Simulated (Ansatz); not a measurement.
# TlSe3F (built on the sites of a database entry of TlIO3): phonons and vibrational spectra, part 2 of 3

Aim: the vibrations of TlSe3F (built on the sites of a database entry of TlIO3), their spectra, and whether the structure is stable.

Ansatz 0.2.0; DFT PBEsol, scalar-relativistic, plane waves, PAW.

So far. Step 4 (Tight relaxation): The largest force component left is 0.21 meV/Å and the pressure is 0.001 GPa, within the tolerances set. The cell now holds 24.12 Å³/atom. The relaxed cell has a = 6.857, c = 8.884 Å (conventional setting).

The structure was built from a prototype and need not be the compound's stable phase.

## (5) Modes at Γ

The zone centre comes first: it holds the modes that light can see, as far as symmetry allows. The response to a homogeneous field gives the Born charges and the dielectric tensor.

input.yaml

```yaml
crystal:
  lattice:
    - [3.4285232222, 1.9794570636, 2.961194869]
    - [-3.4285232222, 1.9794570636, 2.961194869]
    - [0.0, -3.9589193521, 2.9611913764]
  atoms:
    - { symbol: Tl, position: [-0.104526883, -0.104526883, -0.104526883] }
    - { symbol: F, position: [0.6268922782, 0.6268922782, 0.6268922782] }
    - { symbol: Se, position: [1.0372437745, 0.3890454202, 0.3890454202] }
    - { symbol: Se, position: [0.3890454202, 1.0372437745, 0.3890454202] }
    - { symbol: Se, position: [0.3890454202, 0.3890454202, 1.0372437745] }
kpoints:
  mp_grid: { grid: [6, 6, 6] }
hamiltonian:
  xc: pbesol
scf:
  occupations: { method: fixed }
output:
  eigenvalues: true
phonons:
  method: dfpt
  dielectric: true
  rigid_motions: translations
```

The run is started by

```
> ansatz run input.yaml --threads 8 --pin off --max-ram 14336MiB --backend cpu --events-out ev --progress --plain --runs-dir out
```

Numbers of over 12 decimals in the logs are rounded to 6 here.

The log of the run:

```text
[...]
Crystal: 5 atoms, lattice volume = 120.579 Å³
Basis set: ecut = 420 eV, 2361 PW (Γ), exchange–correlation on 72×72×72 points (8 copies of the dense FFT grid, shifted against one another)
Bands: 41, of which v1, the nominal top of the filled ones, is band 34 counted from 1 (33 counted from 0)
Symmetry: 6 space group operations
k-points: 112 of 216 (irreducible under 1 space group operation, time reversal used)
[...]
SCF iter   1: F=—  HF=-28367.598324 eV  |F-HF|=—  |Δ(HF+E_count)|=         —  Δρ=1.22e-2  dr2=1.63e-1  ethr=1.77e-3  ⟨swp⟩=5.0  Hψ=15779  notcnv=0  defer=530
[...]
SCF iter  10: F=-28367.560337 eV  HF=-28367.560337 eV  |F-HF|=1.09e-11  |Δ(HF+E_count)|=  2.07e-10  Δρ=1.39e-7  dr2=2.97e-11  ethr=1.00e-12  ⟨swp⟩=11.9  Hψ=26686  notcnv=0
SCF 1 converged in 10 iterations: F = -28367.560337 eV  dr2 = 2.97e-11
[...]
NSCF: frozen V_eff on 30 k-points
DFPT response loops at Γ: preconditioner auto → Resta (q_TF=auto, 2.480 Å⁻¹)  ε∞=14.7 (no band partly filled); β = 1.00, the filter's whole step (`scf.mixing.beta` (0.50) is not read by the response loops at its default; to damp them type it under 1.00, their step now; it binds the ground state too); Broyden in place of MSR1
── the response to a field inside a basis, on 10×10×10 k-points: an SCF that follows is theirs, and a resumed run solves both again ──
Bands: 35, of which v1, the nominal top of the filled ones, is band 34 counted from 1 (33 counted from 0)
k-points: 110 of 1000 (time reversal used)
[...]
Eigensolver: Dense (110 Hₖ)
SCF iter   1: F=—  HF=-28367.529812 eV  |F-HF|=—  |Δ(HF+E_count)|=         —  Δρ=2.63e-4  dr2=2.32e-5  ethr=1.00e-1
[...]
SCF iter   5: F=-28367.529817 eV  HF=-28367.529817 eV  |F-HF|=1.58e-9  |Δ(HF+E_count)|=   1.22e-7  Δρ=3.71e-6  dr2=1.37e-8  ethr=3.37e-10
SCF 1 converged in 5 iterations: F = -28367.529817 eV  dr2 = 1.37e-8
[...]
WARN: field response: ε∞ stands inside a basis, on 10×10×10 points; the force constants stand on the 6×6×6 k-mesh, whose period is 11.12 times the interband length at k = (0.0000, -0.5000, -0.5000), direct gap 0.558 eV, under 14: take them and everything formed from them as unconverged, and compare with a denser kpoints.mp_grid
SCF converged after 10 iterations
Free energy (F): -28367.560337 eV
[...]
Internal energy: -28367.560337 eV  (E = F + TS)
E sigma→0 (E₀):  -28367.560337 eV
Fermi energy:    7.250295 eV
[...]
--- Band table (eV; the first three rows and the last of 112) ---
  k-point 0: bands = [... 30 lower, 4.1261, 5.1715, 5.9349, 5.9349, 7.6674, 9.1724, 9.1724, 12.3355, ... 3 higher]
  k-point 1: bands = [... 30 lower, 4.4810, 5.1154, 5.7807, 6.1211, 7.6631, 9.2238, 9.2249, 11.5861, ... 3 higher]
  k-point 2: bands = [... 30 lower, 4.6363, 5.2491, 5.5542, 6.4898, 7.5838, 9.2457, 9.3023, 10.6822, ... 3 higher]
  k-point 111: bands = [... 30 lower, 4.3802, 4.9185, 7.2503, 7.2503, 8.7328, 9.3882, 9.3882, 11.5890, ... 3 higher]
--- Phonons (Γ-DFPT): 6 representative perturbations + reference, on 112 of 216 k-points (Σ response iterations 21) ---
  k mesh reduced under 1 symmetry operation, with k and −k counted as one. Each operation leaves every solved perturbation unchanged. A smaller set is not considered because the run solves the response to a homogeneous field
  ASR residual: 8.456e-5 → 0.000e0 eV/Å²; symmetrization residual: 2.737e-4 eV/Å²
  ASR residual per site (eV/Å²): 8.46e-5 8.30e-6 2.93e-5 2.93e-5 2.93e-5
  Γ frequencies (cm⁻¹): 0.00 0.00 0.00 18.89 18.89 42.15 45.59 45.88 45.88 96.23 96.23 194.34 194.34 237.27 296.58
  ε∞ (high-frequency dielectric tensor):
       13.047474     0.000000     0.000000
        0.000000    13.047474    -0.000003
        0.000000    -0.000003    17.501135
  ε⁰ (static dielectric tensor: ions relaxed, cell fixed):
      163.192943     0.000000     0.000000
        0.000000   163.192943     0.000080
        0.000000     0.000080    27.580654
  ε⁰ − ε∞ (ionic part):
      150.145470     0.000000     0.000000
        0.000000   150.145470     0.000082
        0.000000     0.000082    10.079519
  softest optical mode at Γ: 18.89 cm⁻¹; the repairs (sum rule, projections) moved no ω² at Γ by more than (7.67 cm⁻¹)²
  Born effective charges Z* (e; rows j = field, columns β = displacement):
    site 0:
         1.71951   -0.00000    0.00000
         0.00000    1.71951   -0.00000
        -0.00000   -0.00000    3.52855
    site 1:
        -2.41006    0.00000   -0.00000
         0.00000   -2.41006   -0.00000
        -0.00000   -0.00000   -1.92322
    site 2:
         0.84450    1.06402    0.81668
         1.06402   -0.38413    0.47151
         1.89435    1.09370   -0.53511
    site 3:
         0.84450   -1.06402   -0.81668
        -1.06402   -0.38413    0.47151
        -1.89435    1.09370   -0.53511
    site 4:
        -0.99845   -0.00000    0.00000
        -0.00000    1.45882   -0.94302
        -0.00000   -2.18740   -0.53511
  Z* charge neutrality: 7.132e-3 e pre-enforcement
  solved inside a basis spanned on kpoints, on 10×10×10 k-points, its susceptibility summed on 12×12×12: ε∞ is read to err by 7.9e-2, Z* by 2.6e-2 e (field_mesh: kpoints solves on kpoints); Z* is corrected for what the basis lacks
  optical modes at Γ without the LO–TO term, one row a degenerate level:
      ω (cm⁻¹)  modes    IR ((D/Å)²/amu)
         18.89      2             5.5667
         42.15      1             0.0000
         45.59      1             0.9364
         45.88      2             0.0010
         96.23      2            12.6618
        194.34      2             0.0632
        237.27      1             1.9452
        296.58      1             7.4599
  optical modes at Γ + LO–TO along q̂ = [1.0000, 0.0000, 0.0000]:
      ω (cm⁻¹)  modes    IR ((D/Å)²/amu)
         18.89      1             2.7834
         42.15      1             0.0000
         45.43      1             0.3972
         45.59      1             0.9364
         45.88      1             0.0005
         46.00      1             0.1137
         96.23      1             6.3309
        140.96      1             8.5476
[...]
optical modes at Γ + LO–TO along q̂ = [0.0000, 1.0000, 0.0000]:
      ω (cm⁻¹)  modes    IR ((D/Å)²/amu)
[...]
194.34      1             0.0316
        194.53      1             0.0879
        237.27      1             1.9452
        296.58      1             7.4599
  optical modes at Γ + LO–TO along q̂ = [0.0000, 0.0000, 1.0000]:
      ω (cm⁻¹)  modes    IR ((D/Å)²/amu)
         18.89      2             5.5667
         42.15      1             0.0000
         45.88      2             0.0010
         54.03      1             0.7382
         96.23      2            12.6618
        194.34      2             0.0632
        240.61      1             1.2637
        309.80      1             8.3395
```

It took 35 s on 8 threads of AMD EPYC 9R45, shared host; peak memory 2.5 GiB.

The column dr2 measures how far the density is from self-consistency, as an energy; F and HF (Harris–Foulkes) agree once it is small.

This step gave:

* sum-rule residual before enforcement: 8.46e-5 eV/Å²
* miss of the charge sum rule: 0.007132 e
* estimated error of the dielectric tensor: 0.07939
* estimated error of the Born charges: 0.02632 e
* point group: 3m
* highest optical mode at the zone centre (no LO-TO term): 296.6 cm⁻¹
* lowest optical zone-centre mode: 18.89 cm⁻¹
* mean high-frequency dielectric constant: 14.53
* largest Born charge (third of the trace): 2.323 e
* mean static dielectric constant: 118.0
* top of the zone-centre spectrum with the field: 309.8 cm⁻¹

Without the LO-TO term. Patterns of degenerate modes are one choice out of their space. Modes at Γ, with each element's share of the kinetic energy:

```tsv
mode	frequency (cm⁻¹)	symmetry	Tl %	F %	Se %
1	0.0	acoustic	44	4	51
2	0.0	acoustic	44	4	51
3	0.0	acoustic	44	4	51
4	18.9	E	10	45	45
5	18.9	E	10	45	45
6	42.1	A2	0	0	100
7	45.6	A1	51	1	48
8	45.9	E	45	1	53
9	45.9	E	45	1	53
10	96.2	E	0	40	60
11	96.2	E	0	40	60
12	194.3	E	0	9	91
13	194.3	E	0	9	91
14	237.3	A1	4	83	13
15	296.6	A1	1	12	88
```

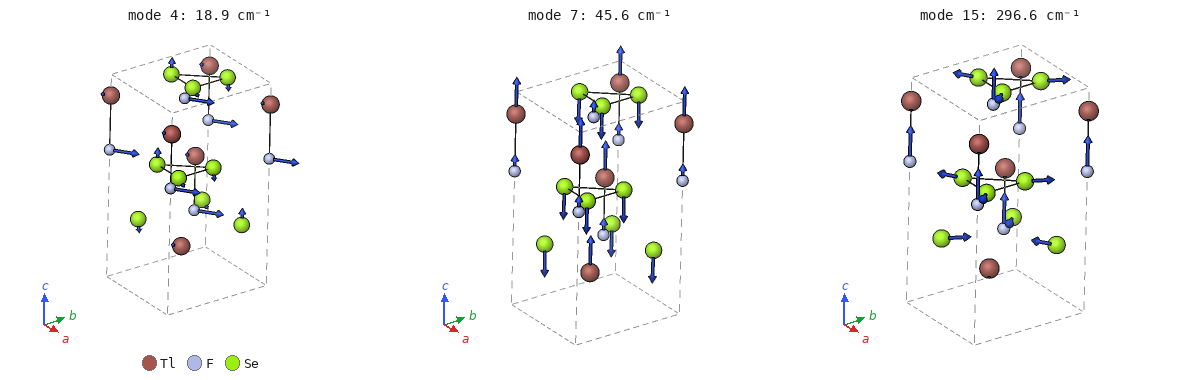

Displacement patterns of modes 4, 7 and 15 at Γ; arrows are exaggerated. Bonds to atoms that aren't drawn are left out. Some periodic images of atoms are drawn too.

Optical modes at the zone centre, without and with the macroscopic field of the longitudinal modes; each column is sorted by frequency, so a row need not hold one and the same mode. Modes with and without the field, by row:

```tsv
rank among optical modes	no field (cm⁻¹)	q along (1, 0, 0) (cm⁻¹)	q along (0, 0, 1) (cm⁻¹)
1	18.9	18.9	18.9
2	18.9	42.1	18.9
3	42.1	45.4	42.1
4	45.6	45.6	45.9
5	45.9	45.9	45.9
6	45.9	46	54
7	96.2	96.2	96.2
8	96.2	141	96.2
9	194.3	194.3	194.3
10	194.3	194.5	194.3
11	237.3	237.3	240.6
12	296.6	296.6	309.8
```

Born charge (rows field, columns displacement) (e), principal values of the symmetric part by kind of site:

```tsv
atom	atoms with these values	low	middle	high	mean
Tl1	1	1.72	1.72	3.53	2.32
F2	1	-2.41	-2.41	-1.92	-2.25
Se3	3	-1.39	-1.00	2.32	-0.02
```

In full for F2:

```
-2.41  0.00  0.00
 0.00 -2.41  0.00
 0.00  0.00 -1.92
```

High-frequency dielectric tensor:

```
13.05  0.00  0.00
 0.00 13.05  0.00
 0.00  0.00 17.50
```

Static dielectric tensor (ions relaxed, fixed cell):

```
163.2   0.0   0.0
  0.0 163.2   0.0
  0.0   0.0  27.6
```

Transverse modes. Infrared lines, with heights relative to the strongest:

```tsv
position (cm⁻¹)	lines merged	relative intensity
19	1	44
42	1	0.0
46	2	7.4
96	1	100
194	1	0.5
237	1	15
297	1	59
```

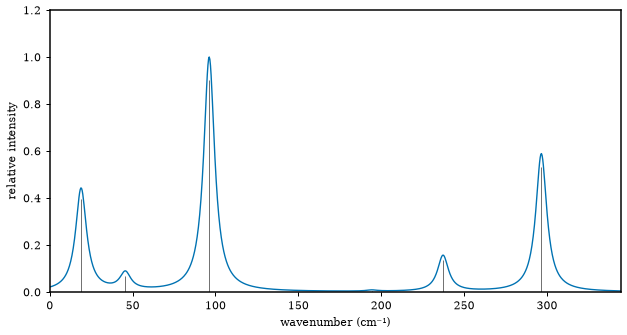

The infrared spectrum, broadened with Lorentzians of width 8 cm⁻¹; bars mark the lines.

Before it was imposed, the acoustic sum rule was missed by 8.5e-5 eV/Å² and the charge sum rule by 0.0071 e. Small misses are needed for a sound result but don't prove that mesh and cutoff are converged. The lowest optical mode is real, 18.9 cm⁻¹.

The log warns of the k mesh: “the force constants stand on the 6×6×6 k-mesh, whose period is 11.12 times the interband length at k = (0.0000, -0.5000, -0.5000), direct gap 0.558 eV, under 14: take them and everything formed from them as unconverged”.

## (6) Response at finite wavevector

Stability and thermal properties need the whole zone. Linear response on a 2×2×2 q mesh gives force constants as far as a supercell of that size would, and the tensors from the zone-centre run are typed in so that the long-range dipole term is interpolated apart.

input.yaml, the sections that differ from step 5:

```yaml
phonons:
  method: dfpt
  qmesh: [2, 2, 2]
  temperatures: { t_max: 1000, t_step: 50 }
  qpath:
    path:
      - [[0.0, 0.0, 0.0], [0.5, 0.5, 0.5], [0.53543502, 0.46456498, 0.5]]
      - [[0.5, -0.46456498, 0.46456498], [0.5, 0.0, 0.0], [0.0, 0.0, 0.0], [0.48228249, -0.48228249, 0.0]]
      - [[0.51771751, 0.0, 0.48228249], [0.5, 0.0, 0.5], [0.0, 0.0, 0.0]]
    npoints: 10
  non_analytic_term:
    high_frequency_dielectric_tensor: [[13.0475, 0.0, 0.0], [0.0, 13.0475, 0.0], [0.0, 0.0, 17.5011]]
    born_effective_charges:
      - { species: Tl, tensor: [[1.7195, 0.0, 0.0], [0.0, 1.7195, 0.0], [0.0, 0.0, 3.5285]] }
      - { species: F, tensor: [[-2.4101, 0.0, 0.0], [0.0, -2.4101, 0.0], [0.0, 0.0, -1.9232]] }
      - { species: Se, tensor: [[0.8445, 1.064, 0.8167], [1.064, -0.3841, 0.4715], [1.8943, 1.0937, -0.5351]] }
      - { species: Se, tensor: [[0.8445, -1.064, -0.8167], [-1.064, -0.3841, 0.4715], [-1.8943, 1.0937, -0.5351]] }
      - { species: Se, tensor: [[-0.9984, 0.0, 0.0], [0.0, 1.4588, -0.943], [0.0, -2.1874, -0.5351]] }
    source: "zone-centre run at this cell"
# crystal, kpoints, hamiltonian, scf, output: as in step 5
```

The log of the run:

```text
Warning: phonons: the dynamical matrix that this run interpolates holds no multipole term above the dipole-dipole one, and a site of this crystal is no centre of inversion, so its interpolated transverse optical and acoustic branches and sound speeds can stay off near Gamma, and the density of states and the thermodynamics with them. What a run solves at a wave vector of phonons.qpoints, Gamma apart, where the deck admits one, is free of this, and under fd what a larger phonons.supercell samples
[...]
Crystal: 5 atoms, lattice volume = 120.579 Å³
Basis set: ecut = 420 eV, 2361 PW (Γ), exchange–correlation on 72×72×72 points (8 copies of the dense FFT grid, shifted against one another)
Bands: 41, of which v1, the nominal top of the filled ones, is band 34 counted from 1 (33 counted from 0)
Symmetry: 6 space group operations
k-points: 32 of 216 (time reversal used)
[...]
SCF iter   1: F=—  HF=-28367.598320 eV  |F-HF|=—  |Δ(HF+E_count)|=         —  Δρ=1.22e-2  dr2=1.63e-1  ethr=1.77e-3  ⟨swp⟩=5.0  Hψ=4509  notcnv=0  defer=145
[...]
SCF iter  11: F=-28367.560337 eV  HF=-28367.560337 eV  |F-HF|=3.64e-12  |Δ(HF+E_count)|=  2.18e-11  Δρ=3.25e-8  dr2=1.39e-12  ethr=1.00e-12  ⟨swp⟩=10.9  Hψ=6930  notcnv=0
SCF 1 converged in 11 iterations: F = -28367.560337 eV  dr2 = 1.39e-12
[...]
DFPT response loops at q = (0, 0, 0) (fractional): preconditioner auto → Resta (q_TF=auto, 2.480 Å⁻¹)  ε∞=14.7 (no band partly filled); β = 1.00, the filter's whole step (`scf.mixing.beta` (0.50) is not read by the response loops at its default; to damp them type it under 1.00, their step now; it binds the ground state too); Broyden in place of MSR1
[...]
SCF converged after 11 iterations
Free energy (F): -28367.560337 eV
[...]
Internal energy: -28367.560337 eV  (E = F + TS)
E sigma→0 (E₀):  -28367.560337 eV
Fermi energy:    7.250294 eV
[...]
--- Band table (eV; the first three rows and the last of 32) ---
  k-point 0: bands = [... 30 lower, 4.1261, 5.1715, 5.9349, 5.9349, 7.6674, 9.1724, 9.1724, 12.3355, ... 3 higher]
  k-point 1: bands = [... 30 lower, 4.4810, 5.1154, 5.7807, 6.1211, 7.6631, 9.2238, 9.2249, 11.5861, ... 3 higher]
  k-point 2: bands = [... 30 lower, 4.6363, 5.2491, 5.5542, 6.4898, 7.5838, 9.2457, 9.3023, 10.6822, ... 3 higher]
  k-point 31: bands = [... 30 lower, 4.3802, 4.9185, 7.2503, 7.2503, 8.7328, 9.3882, 9.3882, 11.5890, ... 3 higher]
--- Phonons (Γ-DFPT): 6 representative perturbations + reference (Σ response iterations 20) ---
  ASR residual: 2.008e-5 → 0.000e0 eV/Å²; symmetrization residual: 3.340e-6 eV/Å²
  ASR residual per site (eV/Å²): 1.67e-5 1.77e-5 1.39e-5 1.39e-5 2.01e-5
[...]
--- Phonons (arbitrary-q DFPT): 4 irreducible q on the 2×2×2 mesh ---
  q = [0.0000, 0.0000, 0.0000] (star 1, of the zone-centre solve; hermiticity 6.06e-7, symmetrization 1.18e-7): -0.00 -0.00 -0.00 18.88 18.88 42.15 45.59 45.88 45.88 96.23 96.23 194.34 194.34 237.27 296.58
  q = [0.0000, 0.0000, -0.5000] (star 3, 12 solved perturbations in 948 linear systems a pass and spin channel, the states on 112 of 216 k-point pairs; hermiticity 7.75e-7, symmetrization 3.88e-12): -52.29 -14.88 19.39 23.12 33.96 42.91 47.50 65.23 82.34 87.78 113.82 192.66 194.24 262.22 280.84
  q = [0.0000, -0.5000, -0.5000] (star 3, 9 solved perturbations on 112 of 216 k-point pairs; hermiticity 9.64e-7, symmetrization 5.52e-8): -39.81 -32.45 17.51 28.21 37.42 39.42 52.33 67.45 73.17 82.30 114.83 197.87 198.91 250.35 287.72
[...]
sum rule: each row above includes the acoustic sum rule's correction from the zone centre's row sums; it moved no ω² by more than (0.50 cm⁻¹)²
  mesh force constants: q→R imaginary residual 0.00e0; ASR residual 2.008e-5 → 0.000e0 eV/Å²; symmetrization residual 1.421e-14 eV/Å²
  interpolated dispersion: 74 rows × 15 modes
  density of states and harmonic sums: on the 14×14×14 q-mesh, interpolated from the force constants of a 2×2×2 supercell (with the dipole–dipole term of supplied tensors)
  largest difference from the sums on the solved wave vectors: F 4.72e-2 eV, S 5.87e-5 and C_V 1.15e-5 eV/K
  zero-point energy: 0.089076 eV/cell   skipped modes (ω ≤ 0): 521, of them read as no rigid motion or as one in doubt: 518 (1.866e0 modes/cell left out, lowest -55.97 cm⁻¹)   left out of the sums: 1.24e-1 of the cell's modes: C_V's classical limit lies that fraction below 3 k_B per atom; for a crystal, a wire or a layer, F and S can be off by more, and a phonons.interpolated_qmesh denser along its periods is the remedy for the sampling
```

Wall time 67 s (8 threads); peak memory 1.8 GiB.

Numbers from this step:

| Property | Result |
| --- | --- |
| sum-rule residual before enforcement | 2.01e-5 eV/Å² |
| lowest frequency on the path | -52.29 cm⁻¹ |
| highest frequency on the path or at a solved wavevector | 309.8 cm⁻¹ |
| lowest optical zone-centre mode | 18.88 cm⁻¹ |
| lowest mode on the q mesh (acoustic modes at Γ apart) | -52.29 cm⁻¹ |

Frequencies (cm⁻¹) solved at each irreducible wavevector; negative means imaginary. Frequencies by wavevector, by row:

```tsv
q in reciprocal lattice units	star	mode 1	mode 2	mode 3	mode 4	mode 13	mode 14	mode 15
0 0 0	1	0	0	0	18.9	194.3	237.3	296.6
0 0 -0.5	3	-52.3	-14.9	19.4	23.1	194.2	262.2	280.8
0 -0.5 -0.5	3	-39.8	-32.5	17.5	28.2	198.9	250.3	287.7
-0.5 -0.5 -0.5	1	-39.7	24.2	24.2	26.2	201.8	243.9	298.5
```

Interpolated from a 2×2×2 q mesh, with the LO-TO term (at Γ the limit along the path; where Γ stands inside the path, tables give the limit on arrival). The phonon branches at the labelled points (cm⁻¹):

```tsv
point	branch 1	branch 2	branch 3	branch 4	branch 12	branch 13	branch 14	branch 15
Γ	0	0	0	19	194	194	241	310
T	-40	24	24	26	202	202	244	298
H2	-40	21	24	25	202	202	244	298
jump to H0	-40	21	24	25	202	202	244	298
L	-52	-15	19	23	193	194	262	281
Γ	0	0	0	19	194	194	239	302
S0	-40	-32	18	28	198	199	250	288
jump to S2	-40	-32	18	28	198	199	250	288
F	-40	-32	18	28	198	199	250	288
Γ	0	0	0	19	194	194	240	306
```

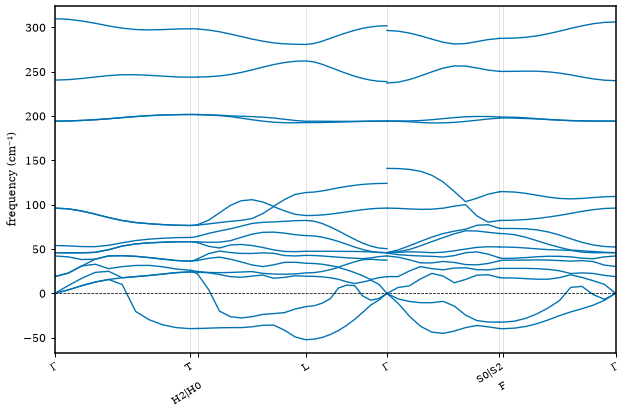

Phonon branches along the path.

(Part 2 of 3 ends here.)

[Logs are printed without paths, hosts, clocks, repeated set-up lines and the standing remarks that a program may print on its own settings, such as how far it seeks lower states.]

[Hosts, paths, dates, database ids (printed as entryN), source tags and the programs' standing remarks are cut or masked in the printed files.]
